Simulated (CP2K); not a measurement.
**AlH2TeOF (SMILES [OH][Al]([F])[TeH]): PM6**

What is the energy difference between two shapes of AlH2TeOF at PM6? 

Program for the calculation: CP2K 2026.2.

1 further run of the same task is left out (set aside as unsound or not needed).

### 1 Starting point

The species is AlH2TeOF (6 atoms), meant as a singlet with charge 0. SMILES: `[OH][Al]([F])[TeH]`. Geometry: a GFN2-xTB relaxation, a rough one for these elements and not checked as a minimum. This is one conformer, not always the lowest.

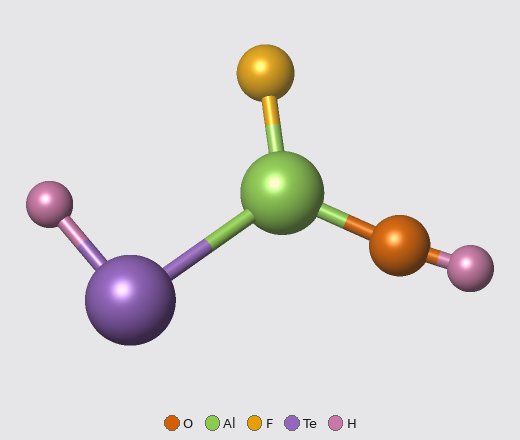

The structure, seen from a chosen angle (oxygen orange, aluminium green, fluorine amber, tellurium purple, hydrogen pink).

### 2 The energy at PM6

File gas.inp:

```
&GLOBAL
 PROJECT gas
 RUN_TYPE ENERGY
 PRINT_LEVEL MEDIUM
&END GLOBAL
&FORCE_EVAL
 METHOD Quickstep
 &DFT
  &QS
   METHOD PM6
   EPS_DEFAULT 1.0E-10
   &SE
    &COULOMB
     CUTOFF [angstrom] 50
     RC_RANGE [angstrom] 0
    &END COULOMB
    &EXCHANGE
     CUTOFF [angstrom] 50
     RC_RANGE [angstrom] 0
    &END EXCHANGE
   &END SE
  &END QS
  ! no periodic images
  &POISSON
   PERIODIC NONE
   POISSON_SOLVER ANALYTIC
  &END POISSON
  ! SCF settings
  &SCF
   SCF_GUESS ATOMIC
   EPS_SCF 1.0E-06
   MAX_SCF 150
   ADDED_MOS 2
   &DIAGONALIZATION
    ALGORITHM STANDARD
   &END DIAGONALIZATION
   &MIXING
    METHOD DIRECT_P_MIXING
    ALPHA 0.4
   &END MIXING
  &END SCF
  &PRINT
   &MOMENTS
    PERIODIC F
    REFERENCE COM
    MAX_MOMENT 1
   &END MOMENTS
   &MO ON
    ENERGIES T
    OCCUPATION_NUMBERS T
    NDIGITS 6
    &EACH
     QS_SCF 0
    &END EACH
    ADD_LAST NUMERIC
   &END MO
   &HIRSHFELD OFF
   &END HIRSHFELD
  &END PRINT
 &END DFT
 &SUBSYS
  ! box in angstrom
  &CELL
   ABC 12.2 9.6 11.3
   PERIODIC NONE
  &END CELL
  &COORD
   O      7.582950     4.329340     4.630225
   Al     6.673890     4.874430     5.883425
   F      7.376960     5.300630     7.324875
   Te     4.202430     5.042160     5.533155
   H      8.186140     4.009390     3.975125
   H      4.013860     5.590610     7.065615
  &END COORD
 &END SUBSYS
&END FORCE_EVAL
```

Launch:

```console
$ OMP_NUM_THREADS=1 cp2k.psmp gas.inp > gas.out
```

The program printed:

```text
CP2K| version string:                                       CP2K version 2026.2
[...]
 GLOBAL| Method name                                                        CP2K
[...]
 GLOBAL| Run type                                                         ENERGY
[...]
                             - Atoms:                                          6
[...]
                             - Spherical basis functions:                     23
[...]
 Number of electrons:                                                         24
[...]
     1 P_Mix/Diag. 0.40E+00    0.0     0.72933658       -37.0951437334 -3.71E+01
[...]
    16 DIIS/Diag.  0.13E-06    0.0     0.00000020       -42.1337339410 -4.60E-12
  *** SCF run converged in    16 steps ***
  Core-core repulsion energy [eV]:                           1050.62939095260117
  Core Hamiltonian energy [eV]:                             -1911.38914414527881
  Two-electron integral energy [eV]:                         -571.51490877406411
  Electronic energy [eV]:                                   -2197.14659853231069
  Total energy [eV]:                                        -1146.51720757970952
  Atomic reference energy [eV]:                              1139.87638521474742
  Heat of formation [kcal/mol]:                              -153.14101392369071
[...]
 SE_DIPOLE| Moment [Debye]          0.12044977       0.05865061       0.01517372
 SE_DIPOLE| Derivative [a.u.]       0.00000000       0.00000000       0.00000000
 ENERGY| Total FORCE_EVAL ( QS ) energy [hartree]            -42.133733941042046
[...]
```

Wall time 0.84 s (1 thread of Intel Xeon 6975P-C (Granite Rapids), shared host); peak memory 0.19 GiB.

### 3 The distorted shape

File qs.inp:

```
&FORCE_EVAL
  METHOD QS
  &DFT
    CHARGE 0
    MULTIPLICITY 1
    &QS
      METHOD PM6
      EPS_DEFAULT 1.0E-10
      &SE
        &COULOMB
          CUTOFF [angstrom] 50
          RC_RANGE [angstrom] 0
        &END COULOMB
        &EXCHANGE
          CUTOFF [angstrom] 50
          RC_RANGE [angstrom] 0
        &END EXCHANGE
      &END SE
    &END QS
    &POISSON
      PERIODIC NONE
      POISSON_SOLVER ANALYTIC
    &END POISSON
    &SCF
      SCF_GUESS ATOMIC
      EPS_SCF 1.0E-06
      MAX_SCF 150
      ADDED_MOS 2
      &DIAGONALIZATION
        ALGORITHM STANDARD
      &END DIAGONALIZATION
      &MIXING
        METHOD DIRECT_P_MIXING
        ALPHA 0.4
      &END MIXING
    &END SCF
    &PRINT
      &MOMENTS
        PERIODIC F
        REFERENCE COM
        MAX_MOMENT 1
      &END MOMENTS
      &MO ON
        ENERGIES T
        OCCUPATION_NUMBERS T
        NDIGITS 6
        &EACH
          QS_SCF 0
        &END EACH
        ADD_LAST NUMERIC
      &END MO
      &HIRSHFELD OFF
      &END HIRSHFELD
    &END PRINT
  &END DFT
  &SUBSYS
    &CELL
      ABC [angstrom] 12.1 9.6 11.3
      PERIODIC NONE
    &END CELL
    &COORD
      O      7.520201     4.303270     4.658832
      Al     6.660172     4.865364     5.900822
      F      7.324482     5.299759     7.322632
      Te     4.162363     5.004872     5.514952
      H      8.117258     4.009590     3.977369
      H      3.982742     5.590410     7.081367
    &END COORD
  &END SUBSYS
&END FORCE_EVAL
&GLOBAL
  PROJECT_NAME qs
  RUN_TYPE ENERGY
  PRINT_LEVEL MEDIUM
&END GLOBAL
```

Launch:

```console
$ OMP_NUM_THREADS=1 cp2k.psmp qs.inp > qs.out
```

The program printed:

```text
CP2K| version string:                                       CP2K version 2026.2
[...]
 GLOBAL| Method name                                                        CP2K
[...]
 GLOBAL| Run type                                                         ENERGY
[...]
                             - Atoms:                                          6
[...]
                             - Spherical basis functions:                     23
[...]
 Number of electrons:                                                         24
[...]
     1 P_Mix/Diag. 0.40E+00    0.0     0.72490589       -37.0772716007 -3.71E+01
[...]
    16 DIIS/Diag.  0.29E-06    0.0     0.00000038       -42.1305390791 -1.28E-11
  *** SCF run converged in    16 steps ***
  Core-core repulsion energy [eV]:                           1054.87775521740605
  Core Hamiltonian energy [eV]:                             -1910.01231416179394
  Two-electron integral energy [eV]:                         -582.59142403993474
  Electronic energy [eV]:                                   -2201.30802618176131
  Total energy [eV]:                                        -1146.43027096435526
  Atomic reference energy [eV]:                              1139.87638521474742
  Heat of formation [kcal/mol]:                              -151.13620778812711
[...]
 SE_DIPOLE| Moment [Debye]         -0.44716785      -0.02105726       0.06381050
 SE_DIPOLE| Derivative [a.u.]       0.00000000       0.00000000       0.00000000
 ENERGY| Total FORCE_EVAL ( QS ) energy [hartree]            -42.130539079074985
[...]
```

Wall time 0.92 s (1 thread of Intel Xeon 6975P-C (Granite Rapids), shared host); peak memory 0.19 GiB.

### 4 Outcome

Level: PM6.

```
                              quantity            value
             first shape: total energy     -42.13373 Eh
            first shape: dipole moment           0.13 D
              first shape: HOMO energy         -9.00 eV
              first shape: LUMO energy          1.33 eV
            first shape: HOMO–LUMO gap         10.33 eV
        first shape: heat of formation  -153.1 kcal/mol
         distorted shape: total energy     -42.13054 Eh
        distorted shape: dipole moment           0.45 D
          distorted shape: HOMO energy         -8.84 eV
          distorted shape: LUMO energy          1.36 eV
        distorted shape: HOMO–LUMO gap         10.20 eV
    distorted shape: heat of formation  -151.1 kcal/mol
energy change with the atoms displaced         0.087 eV
```

In words: With the atoms displaced the energy rises by 0.09 eV (8.4 kJ/mol). The first shape isn't relaxed at this level, so the change isn't measured from a minimum.
